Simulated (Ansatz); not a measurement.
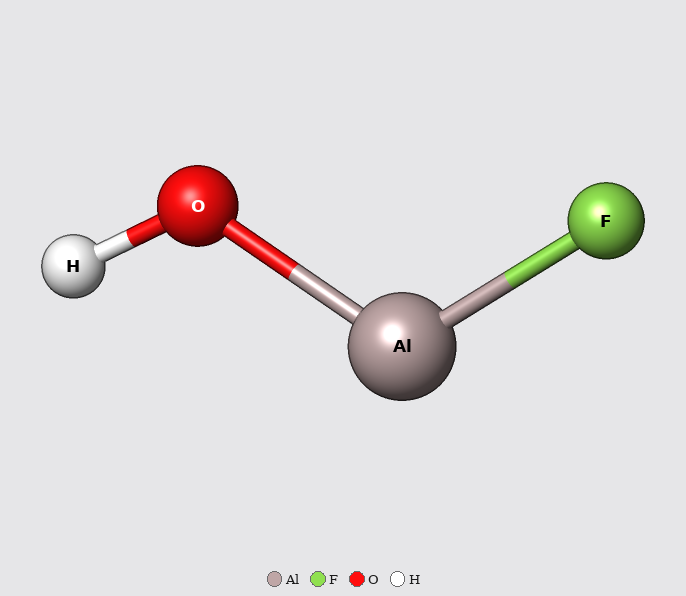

Charge 0, doublet. Harmonic vibrations computed with UKS PBE0-D4/def2-TZVP (Ansatz 0.2.0) at a stationary point of the same level.

> Is this a minimum or a saddle point?

A minimum: no imaginary frequency, and the lowest mode lies at 232 cm⁻¹.

> How many vibrational modes are there, and where do they lie?

6 modes: 232, 319, 603, 755, 907, 3951 cm⁻¹.
